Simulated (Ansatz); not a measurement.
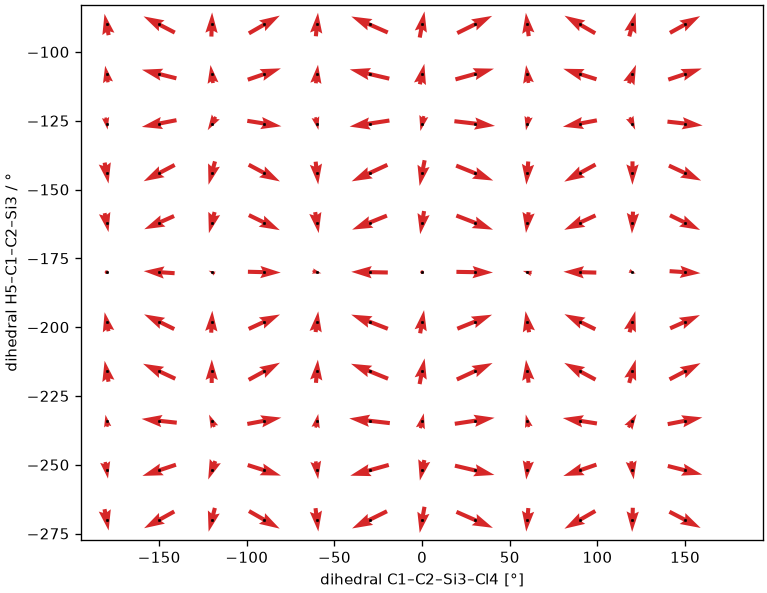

C₂H₇ClSi, SMILES CC[SiH2]Cl. The first coordinate is: dihedral C1–C2–Si3–Cl4; the second: dihedral H5–C1–C2–Si3. Nothing is relaxed (all other coordinates rigid). Grid: 12 × 11 points. Points are written as (first, second). Computed with Ansatz, RKS SPW92 (LDA)/def2-TZVP.

The picture shows dots at the grid points, arrows along the force (downhill), their lengths compressed.

> The arrows alone are given. Where are the wells?

The arrows converge at (−60°, −180°); (60°, −180°); (−180°, −180°) (10 meV up) (read from the interpolated surface).

The energy map of the same scan:

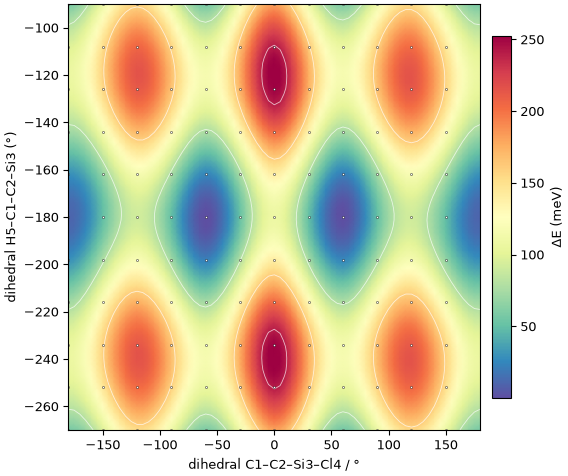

Energies are in meV, from the lowest grid point; between grid points the surface is interpolated.
